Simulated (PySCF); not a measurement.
# PH₃F+: magnetic properties

Wanted: magnetic properties for PH₃F+ (`F[PH3+]`).

Computed with PySCF 2.14.0 and routines of our own; the level stands in each step. Atoms count from 0.

## Step 1: The starting structure

5 atoms, charge 1, multiplicity 1; geometry from: GFN2-xTB.

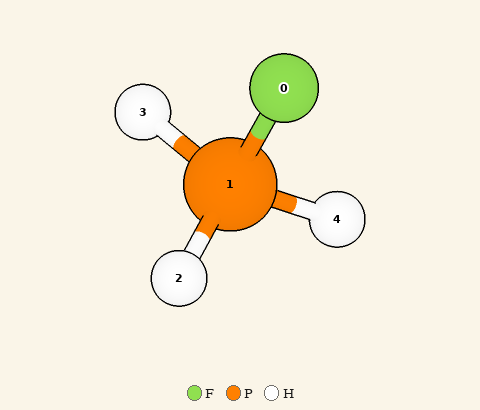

The starting geometry (fluorine green, phosphorus orange, hydrogen white).

## Step 2: Relaxing the molecule at PBE0-D3(BJ)/def2-SVP

Job settings and geometry (Å):

```
{"job": {"xc": "PBE0", "basis": "def2-SVP", "d3": "d3bj", "grid": 1, "kind": "geom"}, "charge": 1, "multiplicity": 1}
F      1.406474    -0.145613     0.217886
P     -0.124496     0.013651    -0.023474
H     -0.643520    -0.057506     1.256177
H     -0.211133     1.254761    -0.627064
H     -0.418704    -1.062441    -0.840709
```

Run with:

```sh
> OMP_NUM_THREADS=1 python excited_run.py task.json out
```

The driver reads the jobs from task.json and runs them one after another.

The log of the run:

```text
step   0  E = -442.27212417  max force = 0.038395
step   1  E = -442.27701713  max force = 0.005409
step   2  E = -442.27714952  max force = 0.000337
step   3  E = -442.27714992  max force = 0.000069
optimisation converged
```

Run time: 1.8 s. Hardware: 1 thread of Arm Neoverse V1, shared host; peak memory 0.32 GiB.

Along the way:

```csv
step,energy from step 0 (eV),largest force component (eV/Å)
0,0.0000,1.9744
1,-0.1331,0.2781
2,-0.1367,0.0173
3,-0.1368,0.0035
```

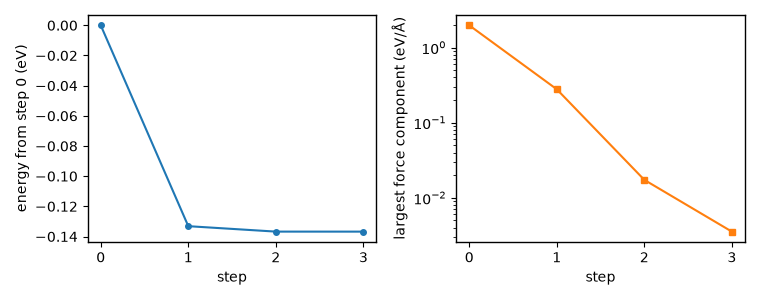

Energy and force, step by step.

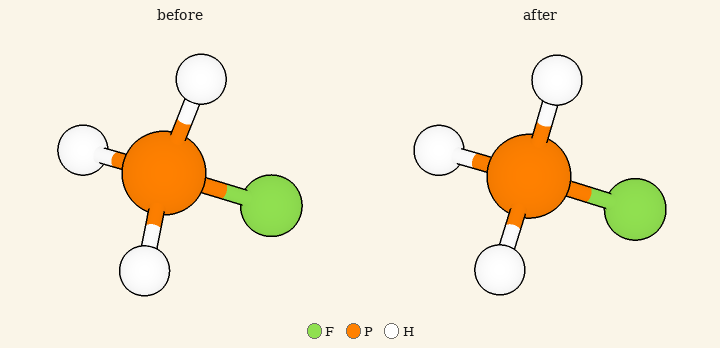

The geometry before (left) and after (right).

Close pairs (by a distance rule), those that changed most:

```csv
bond,before (Å),after (Å),change (Å)
P1–H2,1.383,1.408,+0.025
P1–H3,1.383,1.408,+0.025
P1–H4,1.383,1.408,+0.025
F0–P1,1.558,1.548,-0.010
```

The final coordinates are the input of the step that follows.

```csv
at the end point,value
point group (found at 0.08 Å tolerance),C3v
"rotational constants (GHz, main isotopes)","93.459, 14.893, 14.892"
```

## Step 3: Magnetic properties: GIAO B3LYP/aug-cc-pVDZ

Job settings and geometry (Å):

```
{"job": {"kind": "mag", "xc": "B3LYP", "basis": "aug-cc-pVDZ"}, "charge": 1, "multiplicity": 1}
F      1.564737    -0.221842     0.254598
P      0.045627    -0.055746     0.008983
H     -0.610474    -0.109240     1.253813
H     -0.167492     1.190001    -0.612110
H     -0.383554    -1.106194    -0.824829
```

With the program's defaults for keys left out, this is: GIAO B3LYP/aug-cc-pVDZ magnetisability, rotational g tensor and spin-rotation constants, non-relativistic, gas phase.

The log of the run:

```text
coarse grid: 4576 points
cycle   1  E = -442.6673828269  dE =  4.951e-01  |g| = 4.896e-01  |ddm| = 3.882e+00
cycle   2  E = -442.6015006531  dE =  6.588e-02  |g| = 8.308e-01  |ddm| = 2.003e+00
cycle   3  E = -442.7195563790  dE = -1.181e-01  |g| = 8.970e-02  |ddm| = 1.098e+00
cycle   4  E = -442.7212116243  dE = -1.655e-03  |g| = 9.341e-03  |ddm| = 2.391e-01
cycle   5  E = -442.7212326313  dE = -2.101e-05  |g| = 9.303e-04  |ddm| = 3.190e-02
cycle   6  E = -442.7212329044  dE = -2.730e-07  |g| = 1.976e-04  |ddm| = 2.484e-03
final grid: 39648 points
cycle   7  E = -442.7207981308  dE = -1.278e-06  |g| = 1.100e-03  |ddm| = 3.211e-02
cycle   8  E = -442.7207977925  dE =  3.384e-07  |g| = 1.824e-03  |ddm| = 3.529e-03
cycle   9  E = -442.7207983315  dE = -5.390e-07  |g| = 6.303e-05  |ddm| = 2.095e-03
cycle  10  E = -442.7207983323  dE = -7.427e-10  |g| = 1.424e-05  |ddm| = 2.167e-04
converged SCF energy = -442.7207983323

Magnetisability tensor (1e-30 J/T^2)
     -427.15       13.54      -20.04
       13.54     -304.53        2.19
      -20.04        2.19     -306.26
isotropic -345.98   principal values    -431.86   -303.05   -303.03
isotropic susceptibility -20.835 1e-6 cm^3/mol

Inertial axes            a          b          c
rot. const./GHz     93.4590    14.8930    14.8925
chi total           -26.008    -18.249    -18.249
chi diamagnetic     -47.770   -105.527   -105.527
chi paramagnetic     21.762     87.277     87.277
quadrupole/D A        0.322     -0.161     -0.161
g nuclear            0.9995     0.5654     0.5653
g electronic        -0.9555    -0.6107    -0.6106
g total              0.0440    -0.0453    -0.0453

Spin-rotation constants (kHz, H = +C I.J)
atom  isotope        aa         bb         cc
  0    19F       61.607     -0.616     -0.616
  1    31P      103.776     24.920     24.919
  2     1H      -10.344     -0.561     -0.561
  3     1H      -10.338     -0.561     -0.561
  4     1H      -10.343     -0.561     -0.561
```

It took 1.7 s on 1 thread of Arm Neoverse V1, shared host; peak memory 0.44 GiB.

Key values:

```csv
quantity,value
magnetisability,-346·10⁻³⁰ J/T²
molar susceptibility,-20.8·10⁻⁶ cm³/mol
"rotational g (a, b, c)","0.0440, -0.0453, -0.0453"
```

## Step 4: Magnetic properties: GIAO B3LYP/aug-pcSseg-1

Job settings and geometry (Å):

```
{"job": {"kind": "mag", "xc": "B3LYP", "basis": "aug-pcSseg-1"}, "charge": 1, "multiplicity": 1}
F      1.564737    -0.221842     0.254598
P      0.045627    -0.055746     0.008983
H     -0.610474    -0.109240     1.253813
H     -0.167492     1.190001    -0.612110
H     -0.383554    -1.106194    -0.824829
```

Level: GIAO B3LYP/aug-pcSseg-1 magnetisability, rotational g tensor and spin-rotation constants, non-relativistic, gas phase.

The log of the run:

```text
coarse grid: 4576 points
cycle   1  E = -442.6327764833  dE =  4.693e-01  |g| = 5.228e-01  |ddm| = 2.151e+00
cycle   2  E = -442.5596510725  dE =  7.313e-02  |g| = 8.982e-01  |ddm| = 9.829e-01
cycle   3  E = -442.6860432780  dE = -1.264e-01  |g| = 9.698e-02  |ddm| = 6.085e-01
cycle   4  E = -442.6876965791  dE = -1.653e-03  |g| = 1.140e-02  |ddm| = 1.168e-01
cycle   5  E = -442.6877142317  dE = -1.765e-05  |g| = 1.497e-03  |ddm| = 1.089e-02
cycle   6  E = -442.6877146298  dE = -3.981e-07  |g| = 2.140e-04  |ddm| = 1.362e-03
final grid: 39648 points
cycle   7  E = -442.7014265453  dE = -2.529e-06  |g| = 1.401e-03  |ddm| = 7.153e-03
cycle   8  E = -442.7014260570  dE =  4.883e-07  |g| = 2.300e-03  |ddm| = 2.105e-03
cycle   9  E = -442.7014268179  dE = -7.608e-07  |g| = 9.421e-05  |ddm| = 1.321e-03
cycle  10  E = -442.7014268190  dE = -1.105e-09  |g| = 1.849e-05  |ddm| = 9.735e-05
cycle  11  E = -442.7014268190  dE = -6.310e-11  |g| = 3.609e-06  |ddm| = 2.861e-05
converged SCF energy = -442.7014268190

Magnetisability tensor (1e-30 J/T^2)
     -424.20       14.13      -20.92
       14.13     -296.17        2.29
      -20.92        2.29     -297.98
isotropic -339.45   principal values    -429.12   -294.62   -294.60
isotropic susceptibility -20.442 1e-6 cm^3/mol

Inertial axes            a          b          c
rot. const./GHz     93.4590    14.8930    14.8925
chi total           -25.842    -17.742    -17.742
chi diamagnetic     -47.915   -105.578   -105.578
chi paramagnetic     22.073     87.836     87.836
quadrupole/D A        0.428     -0.214     -0.214
g nuclear            0.9995     0.5654     0.5653
g electronic        -0.9692    -0.6146    -0.6145
g total              0.0303    -0.0492    -0.0492

Spin-rotation constants (kHz, H = +C I.J)
atom  isotope        aa         bb         cc
  0    19F       67.441     -0.277     -0.277
  1    31P      122.941     28.739     28.738
  2     1H      -10.189     -0.545     -0.545
  3     1H      -10.183     -0.546     -0.546
  4     1H      -10.188     -0.545     -0.545
```

It took 2 s on 1 thread of Arm Neoverse V1, shared host; peak memory 0.49 GiB.

In short:

```csv
quantity,value
magnetisability,-339·10⁻³⁰ J/T²
molar susceptibility,-20.4·10⁻⁶ cm³/mol
"rotational g (a, b, c)","0.0303, -0.0492, -0.0492"
```

## Step 5: Magnetic properties: GIAO B3LYP/cc-pVTZ

Job settings and geometry (Å):

```
{"job": {"kind": "mag", "xc": "B3LYP", "basis": "cc-pVTZ"}, "charge": 1, "multiplicity": 1}
F      1.564737    -0.221842     0.254598
P      0.045627    -0.055746     0.008983
H     -0.610474    -0.109240     1.253813
H     -0.167492     1.190001    -0.612110
H     -0.383554    -1.106194    -0.824829
```

With the program's defaults for keys left out, this is: GIAO B3LYP/cc-pVTZ magnetisability, rotational g tensor and spin-rotation constants, non-relativistic, gas phase.

The log of the run:

```text
coarse grid: 4576 points
cycle   1  E = -442.7180556625  dE =  4.654e-01  |g| = 5.506e-01  |ddm| = 3.651e+00
cycle   2  E = -442.6281872103  dE =  8.987e-02  |g| = 9.742e-01  |ddm| = 1.488e+00
cycle   3  E = -442.7745599217  dE = -1.464e-01  |g| = 8.979e-02  |ddm| = 8.733e-01
cycle   4  E = -442.7759664949  dE = -1.407e-03  |g| = 1.311e-02  |ddm| = 1.290e-01
cycle   5  E = -442.7759963321  dE = -2.984e-05  |g| = 8.844e-04  |ddm| = 2.318e-02
cycle   6  E = -442.7759965097  dE = -1.776e-07  |g| = 2.906e-04  |ddm| = 1.842e-03
final grid: 39648 points
cycle   7  E = -442.7772948553  dE = -7.174e-06  |g| = 2.530e-03  |ddm| = 2.416e-02
cycle   8  E = -442.7772935631  dE =  1.292e-06  |g| = 3.937e-03  |ddm| = 6.016e-03
cycle   9  E = -442.7772957117  dE = -2.149e-06  |g| = 2.910e-04  |ddm| = 3.632e-03
cycle  10  E = -442.7772957251  dE = -1.343e-08  |g| = 4.252e-05  |ddm| = 3.759e-04
cycle  11  E = -442.7772957255  dE = -3.886e-10  |g| = 7.268e-06  |ddm| = 6.909e-05
converged SCF energy = -442.7772957255

Magnetisability tensor (1e-30 J/T^2)
     -410.96       13.79      -20.41
       13.79     -286.07        2.23
      -20.41        2.23     -287.85
isotropic -328.29   principal values    -415.76   -284.57   -284.55
isotropic susceptibility -19.770 1e-6 cm^3/mol

Inertial axes            a          b          c
rot. const./GHz     93.4590    14.8930    14.8925
chi total           -25.038    -17.137    -17.137
chi diamagnetic     -47.732   -105.400   -105.400
chi paramagnetic     22.694     88.264     88.264
quadrupole/D A        0.423     -0.211     -0.211
g nuclear            0.9995     0.5654     0.5653
g electronic        -0.9964    -0.6176    -0.6175
g total              0.0030    -0.0522    -0.0522

Spin-rotation constants (kHz, H = +C I.J)
atom  isotope        aa         bb         cc
  0    19F       67.242      1.065      1.065
  1    31P      121.880     28.201     28.200
  2     1H      -10.189     -0.539     -0.539
  3     1H      -10.182     -0.539     -0.539
  4     1H      -10.188     -0.539     -0.539
```

It took 2.5 s on 1 thread of Arm Neoverse V1, shared host; peak memory 0.55 GiB.

Key values:

```csv
quantity,value
magnetisability,-328·10⁻³⁰ J/T²
molar susceptibility,-19.8·10⁻⁶ cm³/mol
"rotational g (a, b, c)","0.0030, -0.0522, -0.0522"
```

## Step 6: Magnetic properties: GIAO B3LYP/MINI

Job settings and geometry (Å):

```
{"job": {"kind": "mag", "xc": "B3LYP", "basis": "MINI"}, "charge": 1, "multiplicity": 1}
F      1.564737    -0.221842     0.254598
P      0.045627    -0.055746     0.008983
H     -0.610474    -0.109240     1.253813
H     -0.167492     1.190001    -0.612110
H     -0.383554    -1.106194    -0.824829
```

Method: GIAO B3LYP/MINI magnetisability, rotational g tensor and spin-rotation constants, non-relativistic, gas phase.

The log of the run:

```text
coarse grid: 4576 points
cycle   1  E = -439.9306655168  dE =  5.401e-01  |g| = 4.028e-01  |ddm| = 2.817e+00
cycle   2  E = -439.8784453755  dE =  5.222e-02  |g| = 6.328e-01  |ddm| = 2.078e+00
cycle   3  E = -440.0129337692  dE = -1.345e-01  |g| = 5.068e-02  |ddm| = 1.215e+00
cycle   4  E = -440.0141991011  dE = -1.265e-03  |g| = 1.285e-02  |ddm| = 1.536e-01
cycle   5  E = -440.0142695842  dE = -7.048e-05  |g| = 2.826e-04  |ddm| = 2.876e-02
cycle   6  E = -440.0142696292  dE = -4.507e-08  |g| = 5.544e-05  |ddm| = 1.056e-03
final grid: 39648 points
cycle   7  E = -440.0582351669  dE = -7.358e-07  |g| = 2.889e-04  |ddm| = 3.502e-03
cycle   8  E = -440.0582352004  dE = -3.348e-08  |g| = 1.717e-04  |ddm| = 1.325e-03
cycle   9  E = -440.0582352140  dE = -1.361e-08  |g| = 4.866e-05  |ddm| = 4.979e-04
cycle  10  E = -440.0582352149  dE = -9.751e-10  |g| = 5.314e-06  |ddm| = 1.130e-04
converged SCF energy = -440.0582352149

Magnetisability tensor (1e-30 J/T^2)
     -531.48       10.41      -15.41
       10.41     -437.13        1.68
      -15.41        1.68     -438.49
isotropic -469.03   principal values    -535.10   -436.01   -435.99
isotropic susceptibility -28.246 1e-6 cm^3/mol

Inertial axes            a          b          c
rot. const./GHz     93.4590    14.8930    14.8925
chi total           -32.224    -26.257    -26.257
chi diamagnetic     -55.246   -112.810   -112.810
chi paramagnetic     23.022     86.554     86.554
quadrupole/D A        0.540     -0.270     -0.270
g nuclear            0.9995     0.5654     0.5653
g electronic        -1.0108    -0.6056    -0.6056
g total             -0.0114    -0.0402    -0.0402

Spin-rotation constants (kHz, H = +C I.J)
atom  isotope        aa         bb         cc
  0    19F      126.600    -22.624    -22.623
  1    31P       22.512     12.955     12.955
  2     1H      -12.928     -0.920     -0.920
  3     1H      -12.921     -0.920     -0.920
  4     1H      -12.927     -0.920     -0.920
```

It took 0.57 s on 1 thread of Arm Neoverse V1, shared host; peak memory 0.45 GiB.

From this job:

```csv
quantity,value
magnetisability,-469·10⁻³⁰ J/T²
molar susceptibility,-28.2·10⁻⁶ cm³/mol
"rotational g (a, b, c)","-0.0114, -0.0402, -0.0402"
```

## Step 7: Magnetic properties: GIAO B3LYP/6-311G**

Job settings and geometry (Å):

```
{"job": {"kind": "mag", "xc": "B3LYP", "basis": "6-311G**"}, "charge": 1, "multiplicity": 1}
F      1.564737    -0.221842     0.254598
P      0.045627    -0.055746     0.008983
H     -0.610474    -0.109240     1.253813
H     -0.167492     1.190001    -0.612110
H     -0.383554    -1.106194    -0.824829
```

Level: GIAO B3LYP/6-311G** magnetisability, rotational g tensor and spin-rotation constants, non-relativistic, gas phase.

The log of the run:

```text
coarse grid: 4576 points
cycle   1  E = -442.6848189590  dE =  4.697e-01  |g| = 5.798e-01  |ddm| = 1.627e+00
cycle   2  E = -442.5959607946  dE =  8.886e-02  |g| = 9.821e-01  |ddm| = 8.690e-01
cycle   3  E = -442.7446500494  dE = -1.487e-01  |g| = 1.018e-01  |ddm| = 5.460e-01
cycle   4  E = -442.7462660004  dE = -1.616e-03  |g| = 1.614e-02  |ddm| = 7.555e-02
cycle   5  E = -442.7462999230  dE = -3.392e-05  |g| = 1.582e-03  |ddm| = 8.732e-03
cycle   6  E = -442.7463002415  dE = -3.185e-07  |g| = 2.284e-04  |ddm| = 1.088e-03
final grid: 39648 points
cycle   7  E = -442.7487918318  dE = -3.228e-06  |g| = 1.506e-03  |ddm| = 4.056e-03
cycle   8  E = -442.7487914817  dE =  3.501e-07  |g| = 2.100e-03  |ddm| = 1.738e-03
cycle   9  E = -442.7487920959  dE = -6.142e-07  |g| = 2.690e-04  |ddm| = 1.100e-03
cycle  10  E = -442.7487921047  dE = -8.822e-09  |g| = 3.011e-05  |ddm| = 1.297e-04
cycle  11  E = -442.7487921049  dE = -1.309e-10  |g| = 6.057e-06  |ddm| = 2.507e-05
converged SCF energy = -442.7487921049

Magnetisability tensor (1e-30 J/T^2)
     -409.09       13.00      -19.24
       13.00     -291.33        2.10
      -19.24        2.10     -293.00
isotropic -331.14   principal values    -413.62   -289.91   -289.89
isotropic susceptibility -19.942 1e-6 cm^3/mol

Inertial axes            a          b          c
rot. const./GHz     93.4590    14.8930    14.8925
chi total           -24.909    -17.458    -17.458
chi diamagnetic     -47.783   -105.689   -105.689
chi paramagnetic     22.875     88.231     88.231
quadrupole/D A        0.154     -0.077     -0.077
g nuclear            0.9995     0.5654     0.5653
g electronic        -1.0044    -0.6173    -0.6173
g total             -0.0049    -0.0520    -0.0520

Spin-rotation constants (kHz, H = +C I.J)
atom  isotope        aa         bb         cc
  0    19F       66.381      0.311      0.311
  1    31P      123.957     28.697     28.696
  2     1H      -10.294     -0.580     -0.580
  3     1H      -10.287     -0.581     -0.581
  4     1H      -10.293     -0.581     -0.581
```

Wall time 1.4 s (1 thread of Arm Neoverse V1, shared host); peak memory 0.45 GiB.

Key values:

```csv
quantity,value
magnetisability,-331·10⁻³⁰ J/T²
molar susceptibility,-19.9·10⁻⁶ cm³/mol
"rotational g (a, b, c)","-0.0049, -0.0520, -0.0520"
```

## Step 8: Magnetic properties: GIAO B3LYP/3-21G

Job settings and geometry (Å):

```
{"job": {"kind": "mag", "xc": "B3LYP", "basis": "3-21G"}, "charge": 1, "multiplicity": 1}
F      1.564737    -0.221842     0.254598
P      0.045627    -0.055746     0.008983
H     -0.610474    -0.109240     1.253813
H     -0.167492     1.190001    -0.612110
H     -0.383554    -1.106194    -0.824829
```

With the program's defaults for keys left out, this is: GIAO B3LYP/3-21G magnetisability, rotational g tensor and spin-rotation constants, non-relativistic, gas phase.

The log of the run:

```text
coarse grid: 4576 points
cycle   1  E = -440.2611615551  dE =  2.991e-01  |g| = 5.331e-01  |ddm| = 1.850e+00
cycle   2  E = -440.1724841715  dE =  8.868e-02  |g| = 9.535e-01  |ddm| = 1.352e+00
cycle   3  E = -440.3277444471  dE = -1.553e-01  |g| = 7.266e-02  |ddm| = 8.577e-01
cycle   4  E = -440.3292133345  dE = -1.469e-03  |g| = 1.267e-02  |ddm| = 9.882e-02
cycle   5  E = -440.3292514796  dE = -3.815e-05  |g| = 5.625e-04  |ddm| = 1.326e-02
cycle   6  E = -440.3292515319  dE = -5.224e-08  |g| = 8.350e-05  |ddm| = 5.341e-04
final grid: 39648 points
cycle   7  E = -440.3695990167  dE = -2.457e-06  |g| = 1.586e-03  |ddm| = 4.135e-03
cycle   8  E = -440.3695985044  dE =  5.123e-07  |g| = 2.456e-03  |ddm| = 2.941e-03
cycle   9  E = -440.3695994349  dE = -9.306e-07  |g| = 9.640e-05  |ddm| = 1.882e-03
cycle  10  E = -440.3695994375  dE = -2.581e-09  |g| = 1.594e-05  |ddm| = 1.294e-04
cycle  11  E = -440.3695994376  dE = -8.498e-11  |g| = 9.924e-07  |ddm| = 2.347e-05
converged SCF energy = -440.3695994376

Magnetisability tensor (1e-30 J/T^2)
     -460.88       10.98      -16.26
       10.98     -361.35        1.77
      -16.26        1.77     -362.76
isotropic -395.00   principal values    -464.71   -360.15   -360.14
isotropic susceptibility -23.787 1e-6 cm^3/mol

Inertial axes            a          b          c
rot. const./GHz     93.4590    14.8930    14.8925
chi total           -27.985    -21.688    -21.688
chi diamagnetic     -48.853   -106.845   -106.845
chi paramagnetic     20.868     85.157     85.157
quadrupole/D A        0.056     -0.028     -0.028
g nuclear            0.9995     0.5654     0.5653
g electronic        -0.9162    -0.5958    -0.5958
g total              0.0832    -0.0305    -0.0305

Spin-rotation constants (kHz, H = +C I.J)
atom  isotope        aa         bb         cc
  0    19F       81.613     -7.947     -7.947
  1    31P       90.616     22.908     22.908
  2     1H      -11.137     -0.753     -0.753
  3     1H      -11.130     -0.753     -0.753
  4     1H      -11.136     -0.753     -0.753
```

Wall time 0.71 s (1 thread of Arm Neoverse V1, shared host); peak memory 0.45 GiB.

From this job:

```csv
quantity,value
magnetisability,-395·10⁻³⁰ J/T²
molar susceptibility,-23.8·10⁻⁶ cm³/mol
"rotational g (a, b, c)","0.0832, -0.0305, -0.0305"
```

## Step 9: The levels compared

```csv
level,ξ (10⁻³⁰ J/T²),g(a),g(b),gap (eV),functions,time
GIAO B3LYP/aug-cc-pVDZ,-346,0.0440,-0.0453,10.21,77,1.7 s
GIAO B3LYP/aug-pcSseg-1,-339,0.0303,-0.0492,10.22,86,2 s
GIAO B3LYP/cc-pVTZ,-328,0.0030,-0.0522,10.24,106,2.5 s
GIAO B3LYP/MINI,-469,-0.0114,-0.0402,10.10,17,0.57 s
GIAO B3LYP/6-311G**,-331,-0.0049,-0.0520,10.33,62,1.4 s
GIAO B3LYP/3-21G,-395,0.0832,-0.0305,10.24,28,0.71 s
```

## Step 10: Results

| quantity | value |
| --- | --- |
| point group | C3v |
| rotational constants (main isotopes) | 93.46, 14.89, 14.89 GHz |
| magnetisability (step 3, GIAO B3LYP/aug-cc-pVDZ) | -346·10⁻³⁰ J/T² |
| molar susceptibility (step 3, GIAO B3LYP/aug-cc-pVDZ) | -20.8·10⁻⁶ cm³/mol |
| rotational g (a, b, c) (step 3, GIAO B3LYP/aug-cc-pVDZ) | 0.0440, -0.0453, -0.0453 |
| magnetisability over the levels | -395 to -328·10⁻³⁰ J/T² |

In words: Relaxing lowered the energy by 0.137 eV in 3 steps; the close pair that moved most is P1–H2, from 1.383 to 1.408 Å. For an ion, the motion of the centre of mass in the field is left out. GIAO B3LYP/MINI has a minimal basis, so it is left out of the spread where two other levels stand. The magnetisability spreads by 19.2 % over 5 levels, from GIAO B3LYP/3-21G (0.71 s) to GIAO B3LYP/cc-pVTZ (2.5 s); the runs took 0.71 s to 2.5 s. Vibrational averaging and real surroundings are missing from these values.
